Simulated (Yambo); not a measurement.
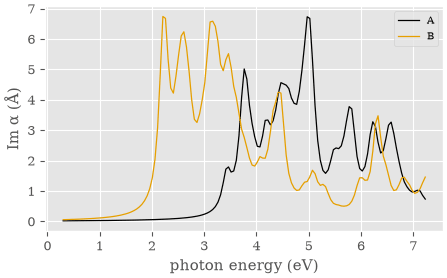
*Two computed absorption spectra of a free-standing PdCl$_{2}$ monolayer (symmetry P2_1/c, slab cell 15.7 Å high) (Yambo, PBEsol bands with the same scissor, field along x)*

x lies along the first cell vector.

**Question.** Which curve includes the electron-hole attraction (BSE), and where are its main peaks?

**Answer.** Curve B: the attraction moves weight to lower energy (centre of the plotted range 3.8 eV against 5.0 eV). Its peaks lie at 2.2 eV, 2.6 eV, 3.2 eV, 4.4 eV. Settings: 4×6×1 mesh, 20 valence and 10 conduction bands, static screening with 107 bands and a 3 Ry block, scissor 1.93 eV, Tamm-Dancoff, stochastic integration of W near q = 0. The scissor comes from a G0W0 run whose convergence isn't established. Broadening 0.1 eV. The band window holds all transitions up to 11.3 eV. Fine structure above the onset can come from the mesh.

Spin-orbit coupling is not included.

Geometry relaxed with PBEsol; primitive cell a = 6.3670 Å, b = 3.9607 Å, c = 15.7000 Å, α = β = γ = 90.00°.

This is a model layer cut from the bulk structure; whether it is stable on its own was not checked.
